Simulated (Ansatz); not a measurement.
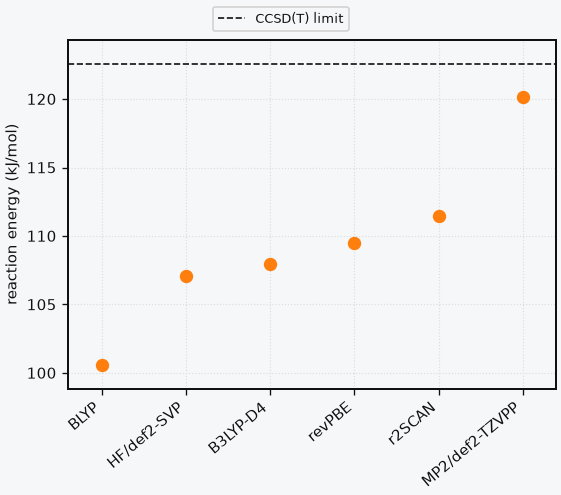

Electronic reaction energy of InAsH₄ ([AsH2][InH2]) + H₂O (O) → AsH₃O (O[AsH2]) + InH₃ ([InH3]) (SMILES in brackets) at several levels (functionals in def2-TZVPP unless a basis is named), isolated molecules at PBE0-D4 triple-zeta geometries, minima by their frequencies, no zero-point or thermal terms, the Ansatz code 0.2.0. The line is frozen-core CCSD(T) at the basis limit (MP2 extrapolated from triple and quadruple zeta, plus CCSD(T) less MP2 in a smaller set). No dispersion term is added to BLYP, revPBE and r2SCAN. The distance of HF/def2-SVP and MP2/def2-TZVPP to the limit includes basis error. Core potentials past Kr. The limit lies 10.9 kJ/mol from CCSD(T)/def2-TZVPP, so the line itself is uncertain by a part of that.

> Which level comes closest to the line (CCSD(T) limit), and which misses most?

Closest MP2/def2-TZVPP (120.1 kJ/mol), against 122.6 kJ/mol; farthest BLYP (100.6 kJ/mol).

> What do zero-point energy and temperature add?

Zero-point change −6.8 kJ/mol; at 298.15 K and 1 bar the CCSD(T) limit plus thermal terms gives an enthalpy of reaction of 112.9 and a free energy of 115.8 kJ/mol (harmonic PBE0-D4 modes, ideal gas).

Note: no scalar relativity up to krypton; outer-core shells are correlated without core-valence functions, which makes the correlated values less sure; spin-orbit coupling is left out, and with In it can shift these values.
